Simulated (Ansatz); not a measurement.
Molecule: ZrCl₄, SMILES [Cl][Zr]([Cl])([Cl])[Cl], singlet.

```xyz
5

Cl    -0.1100    -0.2308     2.3018
Zr     0.0000     0.0000     0.0000
Cl     1.5454    -1.4992    -0.8533
Cl    -2.0817    -0.4301    -0.9193
Cl     0.6463     2.1601    -0.5293
```

Kohn-Sham orbital energies near the frontier, ωB97X-V/def2-TZVPP in the Ansatz code, at a PBE0-D4/def2-TZVP geometry (a minimum by its frequencies), isolated molecule; empty levels in grey, levels within 0.03 eV side by side.

> Where do the frontier orbitals lie?

HOMO at −12.11 eV, LUMO at −0.52 eV, 11.59 eV apart.

> Is the HOMO or the LUMO degenerate, or nearly so?

The HOMO is one of 3 levels that coincide within 0.005 eV and the LUMO is one of 2 levels that coincide within 0.005 eV.

> List the levels.

```tsv
orbital	energy (eV)
LUMO+1	−0.52
LUMO	−0.52
HOMO	−12.11
HOMO−1	−12.11
HOMO−2	−12.11
HOMO−3	−12.77
HOMO−4	−12.77
HOMO−5	−12.77
```

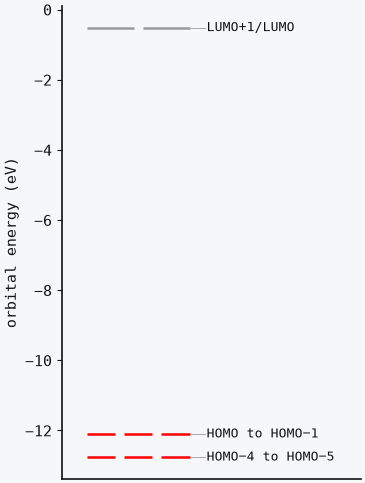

Note: core potentials past krypton; empty levels above zero depend strongly on the basis.
